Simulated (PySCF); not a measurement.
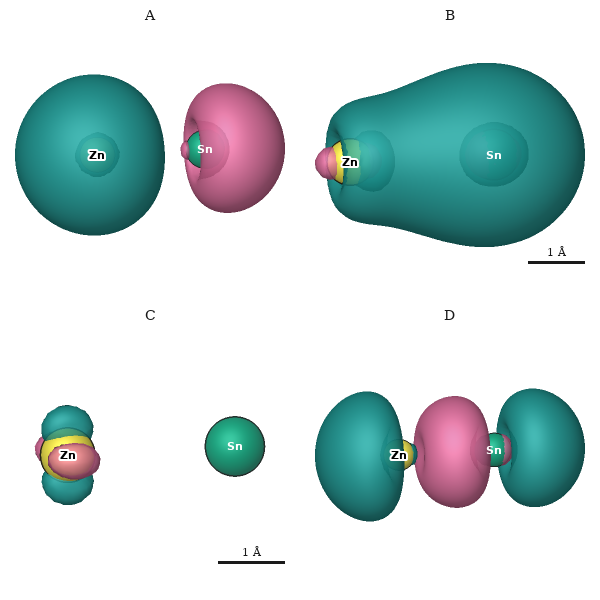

Figure 1: ZnSn (triplet). Four frontier β-spin orbitals, each drawn at the value that holds 80 % of its norm (teal and pink are the two phases), in no order; of a degenerate pair one member is drawn.

Core potentials replace the inner electrons of Sn.

Level of theory: PBE0/def2-SVP, non-relativistic Hamiltonian with scalar-relativistic core potentials where named, at a bond length of 2.642 Å (PySCF).

### Label each orbital by symmetry, say whether it is occupied, and order them by energy.

Orbital C: δ, occupied in this spin, −13.86 eV; almost wholly on Zn.
Orbital B: σ, occupied in this spin, −10.75 eV; mainly on Sn (80 %).
Orbital A: σ, occupied in this spin, −6.86 eV; shared between the atoms (Zn 65 %, Sn 35 %).
Orbital D: σ, empty in this spin, −2.34 eV; shared between the atoms (Zn 45 %, Sn 55 %).
